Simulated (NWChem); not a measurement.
**C2HCl2Si (SMILES C#C[Si](Cl)Cl): levels of theory compared**

Aim: a comparison of 6 runs (UHF/STO-3G, UHF/3-21G, UB3LYP/6-31G*, UM06-2X/cc-pVDZ, UPBE0/cc-pVDZ) of C2HCl2Si. 

The results are computed with NWChem 7.3.0.

1 further run of the same task is left out (it didn't finish).

## Step 1: Starting point

C2HCl2Si: 6 atoms, total charge 0, spin state doublet. As SMILES, `C#C[Si](Cl)Cl`. The coordinates come from a PBE0-D4/def2-TZVP relaxation.

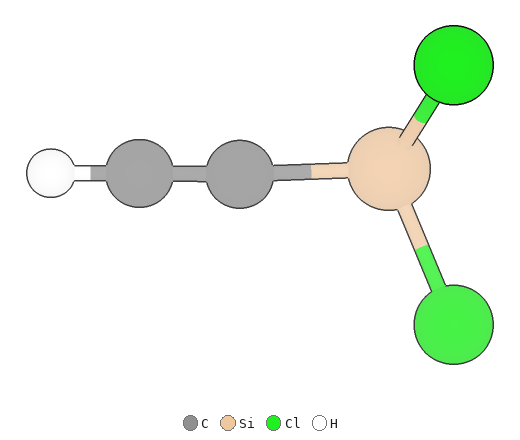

The structure, seen from a chosen angle (carbon grey, silicon light orange, chlorine green, hydrogen white).

## Step 2: Energy and forces at UHF/STO-3G (run 1)

Contents of c2hcl2si.xyz:

```xyz
6
C2HCl2Si hf
C      1.324500     0.483500     1.111500
C      0.521500     0.095400     0.297200
Si    -0.504400    -0.583800    -1.021800
Cl    -1.914000    -1.830600    -0.226100
Cl    -1.406000     0.937000    -2.046300
H      2.020400     0.834500     1.839400
```

Contents of c2hcl2si.nw:

```
start c2hcl2si
title "C2HCl2Si hf"
memory 2200 mb
charge 0

geometry units angstroms noautosym nocenter noautoz
  load format xyz c2hcl2si.xyz
end

basis spherical bse
  * library STO-3G
end

scf
  nopen 1
  uhf
  thresh 1e-08
  maxiter 80
end

task scf gradient
```

Started as:

```sh
$ nwchem c2hcl2si.nw > c2hcl2si.out
```

The log of the run:

```text
[...]
  functions       =    38
[...]
  wavefunction    = UHF
[...]
         Total SCF energy =  -1270.152212570167
      One electron energy =  -2345.046367841758
      Two electron energy =    781.119871942008
 Nuclear repulsion energy =    293.774283329583
                       Sz =      0.5000
                 Sz(Sz+1) =      0.7500
                      S^2 =      0.9799
[...]
                         UHF ENERGY GRADIENTS
    atom               coordinates                        gradient
                 x          y          z           x          y          z
   1 C       2.502942   0.913683   2.100430    0.024229   0.011495   0.024249
   2 C       0.985492   0.180280   0.561627   -0.016386  -0.008173  -0.017011
   3 Si     -0.953178  -1.103222  -1.930922   -0.034122   0.002219  -0.006012
   4 Cl     -3.616936  -3.459332  -0.427267    0.016864   0.012819  -0.009685
   5 Cl     -2.656955   1.770673  -3.866946    0.011243  -0.017510   0.010262
   6 H       3.818002   1.576976   3.475962   -0.001828  -0.000849  -0.001804
[...]
```

It took 10 s on 1 thread of Intel Xeon 6975P-C (Granite Rapids), shared host; peak memory 0.1 GiB.

## Step 3: Energy and gradient at UHF/3-21G (run 2)

Contents of c2hcl2si.nw:

```
start c2hcl2si
title "C2HCl2Si"
memory stack 880 mb heap 220 mb global 1100 mb

geometry units angstrom noautosym nocenter noautoz
C     1.324500    0.483500    1.111500
C     0.521500    0.095400    0.297200
Si   -0.504400   -0.583800   -1.021800
Cl   -1.914000   -1.830600   -0.226100
Cl   -1.406000    0.937000   -2.046300
H     2.020400    0.834500    1.839400
end

basis spherical bse
* library 3-21G
end

scf
doublet
uhf
thresh 1e-08
maxiter 80
end

task scf gradient
```

Started as:

```sh
$ nwchem c2hcl2si.nw > c2hcl2si.out
```

The log of the run:

```text
[...]
  functions       =    59
[...]
  wavefunction    = UHF
[...]
         Total SCF energy =  -1277.884954859315
      One electron energy =  -2350.663823787000
      Two electron energy =    779.004585598103
 Nuclear repulsion energy =    293.774283329582
                       Sz =      0.5000
                 Sz(Sz+1) =      0.7500
                      S^2 =      0.8338
[...]
                         UHF ENERGY GRADIENTS
    atom               coordinates                        gradient
                 x          y          z           x          y          z
   1 C       2.502942   0.913683   2.100430    0.005800  -0.000068   0.001528
   2 C       0.985492   0.180280   0.561627   -0.022397  -0.007820  -0.018151
   3 Si     -0.953178  -1.103222  -1.930922   -0.042336   0.009337   0.002495
   4 Cl     -3.616936  -3.459332  -0.427267    0.032033   0.029565  -0.017964
   5 Cl     -2.656955   1.770673  -3.866946    0.020165  -0.034843   0.024396
   6 H       3.818002   1.576976   3.475962    0.006735   0.003828   0.007696
[...]
```

Run time: 13 s. Hardware: 1 thread of Intel Xeon 6975P-C (Granite Rapids), shared host; peak memory 0.1 GiB.

## Step 4: Energy and forces at UB3LYP/6-31G(d) (spherical functions) (run 3)

Contents of test.nw:

```
start test
memory stack 880 mb heap 220 mb global 1100 mb
charge 0
geometry units angstrom noautosym nocenter noautoz
  C        1.324500       0.483500       1.111500
  C        0.521500       0.095400       0.297200
  Si      -0.504400      -0.583800      -1.021800
  Cl      -1.914000      -1.830600      -0.226100
  Cl      -1.406000       0.937000      -2.046300
  H        2.020400       0.834500       1.839400
end
basis spherical bse
  * library 6-31G*
end
dft
  xc b3lyp
  mult 2
  grid xfine
  convergence energy 1e-08
  maxiter 100
  mulliken
end
task dft gradient
```

Started as:

```sh
$ nwchem test.nw > test.out
```

The log of the run:

```text
[...]
          Wavefunction type:  spin polarized.
          No. of atoms     :     6
          No. of electrons :    61
[...]
          Charge           :     0
          Spin multiplicity:     2
[...]
          AO basis - number of functions:    84
[...]
              XC Information
              --------------
                         B3LYP Method XC Potential
                     Hartree-Fock (Exact) Exchange  0.200
                        Slater Exchange Functional  0.800 local
                    Becke 1988 Exchange Functional  0.720 non-local
              Lee-Yang-Parr Correlation Functional  0.810
                  VWN I RPA Correlation Functional  0.190 local
[...]
 d= 0,ls=0.0,diis     1  -1286.6026257369 -1.58D+03  8.68D-03  1.43D-01     4.5
[...]
 d= 0,ls=0.0,diis    13  -1286.6777679722 -4.11D-09  5.48D-07  3.08D-10    56.4
[...]
         Total DFT energy =    -1286.677767972201
      One electron energy =    -2359.712628316557
           Coulomb energy =      867.983710136323
    Exchange-Corr. energy =      -88.723133121550
 Nuclear repulsion energy =      293.774283329582
[...]
      <S2> =      0.7526 (Exact =     0.7500)
[...]
  wavefunction    = open shell
                         DFT ENERGY GRADIENTS
    atom               coordinates                        gradient
                 x          y          z           x          y          z
   1 C       2.502942   0.913683   2.100430   -0.011785  -0.005281  -0.011316
   2 C       0.985492   0.180280   0.561627    0.010471   0.004843   0.010283
   3 Si     -0.953178  -1.103222  -1.930922   -0.011697   0.002364   0.000420
   4 Cl     -3.616936  -3.459332  -0.427267    0.008414   0.007702  -0.004648
   5 Cl     -2.656955   1.770673  -3.866946    0.005307  -0.009036   0.006360
   6 H       3.818002   1.576976   3.475962   -0.000710  -0.000591  -0.001099
[...]
```

Run time: 66 s. Hardware: 1 thread of Intel Xeon 6975P-C (Granite Rapids), shared host; peak memory 0.14 GiB.

Runs 4 to 5 aren't shown in full; the table further down has their settings and results.

## Step 5: Energy and forces at UB3LYP/6-31G(d) (Cartesian functions) (run 6)

Contents of struct.nw:

```
start struct
title "C2HCl2Si B3LYP"
memory total 2200 mb
charge 0
geometry noautosym nocenter noautoz
   C      1.324500     0.483500     1.111500
   C      0.521500     0.095400     0.297200
   Si    -0.504400    -0.583800    -1.021800
   Cl    -1.914000    -1.830600    -0.226100
   Cl    -1.406000     0.937000    -2.046300
   H      2.020400     0.834500     1.839400
end
basis cartesian
   * library 6-31G*
end
dft
   xc b3lyp
   mult 2
   grid xfine
   convergence energy 1e-08
   maxiter 100
   mulliken
end
task dft gradient
```

Started as:

```sh
$ nwchem struct.nw > struct.out
```

The log of the run:

```text
[...]
          Wavefunction type:  spin polarized.
          No. of atoms     :     6
          No. of electrons :    61
[...]
          Charge           :     0
          Spin multiplicity:     2
[...]
          AO basis - number of functions:    89
[...]
              XC Information
              --------------
                         B3LYP Method XC Potential
                     Hartree-Fock (Exact) Exchange  0.200
                        Slater Exchange Functional  0.800 local
                    Becke 1988 Exchange Functional  0.720 non-local
              Lee-Yang-Parr Correlation Functional  0.810
                  VWN I RPA Correlation Functional  0.190 local
[...]
 d= 0,ls=0.0,diis     1  -1286.6086309204 -1.58D+03  9.07D-03  2.14D-01     3.5
[...]
 d= 0,ls=0.0,diis    13  -1286.6877942663 -4.53D-09  6.00D-07  3.30D-10    54.3
[...]
         Total DFT energy =    -1286.687794266344
      One electron energy =    -2359.541611594469
           Coulomb energy =      867.737885332940
    Exchange-Corr. energy =      -88.658351334398
 Nuclear repulsion energy =      293.774283329582
[...]
      <S2> =      0.7526 (Exact =     0.7500)
[...]
  wavefunction    = open shell
                         DFT ENERGY GRADIENTS
    atom               coordinates                        gradient
                 x          y          z           x          y          z
   1 C       2.502942   0.913683   2.100430   -0.011487  -0.005103  -0.010962
   2 C       0.985492   0.180280   0.561627    0.010267   0.004751   0.010087
   3 Si     -0.953178  -1.103222  -1.930922   -0.011859   0.002313   0.000297
   4 Cl     -3.616936  -3.459332  -0.427267    0.008511   0.007815  -0.004682
   5 Cl     -2.656955   1.770673  -3.866946    0.005365  -0.009132   0.006464
   6 H       3.818002   1.576976   3.475962   -0.000797  -0.000644  -0.001204
[...]
```

Wall time 66 s (1 thread of Intel Xeon 6975P-C (Granite Rapids), shared host); peak memory 0.14 GiB.

## Step 6: The series

```csv
run,level,iteration cap,module,energy (Eh),dipole moment (D),HOMO energy (eV),LUMO energy (eV),wall time
1,UHF/STO-3G,80,scf,-1270.152213,3.39,-8.10,3.27,10 s
2,UHF/3-21G,80,scf,-1277.884955,3.78,-9.98,-0.02,13 s
3,UB3LYP/6-31G* (spherical functions),100,dft,-1286.677768,2.32,-6.36,-3.49,66 s
4,UM06-2X/cc-pVDZ,100,dft,-1286.622634,2.01,-7.55,-2.43,2.7 min
5,UPBE0/cc-pVDZ,100,dft,-1286.189431,1.97,-6.64,-3.12,2.5 min
6,UB3LYP/6-31G* (Cartesian functions),100,dft,-1286.687794,2.32,-6.36,-3.49,66 s
```

## Step 7: Results

| quantity | value |
| --- | --- |
| run 6: total energy | -1286.68779 Eh |
| run 6: dipole moment | 2.32 D |
| run 6: HOMO energy (highest over α and β) | -6.36 eV |
| run 6: LUMO energy (lowest over α and β) | -3.49 eV |
| run 6: ⟨S²⟩ | 0.753 |
| run 6: largest force on an atom | 0.858 eV/Å |

**Reading.** The dipole moment (its size) runs from 1.97 D (UPBE0/cc-pVDZ) to 3.78 D (UHF/3-21G). The two ends differ in method and basis. Totals of different functionals can't be ranked against each other. In run 1 the basis is minimal, so the values are rough. Spin contamination of the reference: run 1 ⟨S²⟩ = 0.98. All runs together took 7.8 min, the longest 2.7 min.
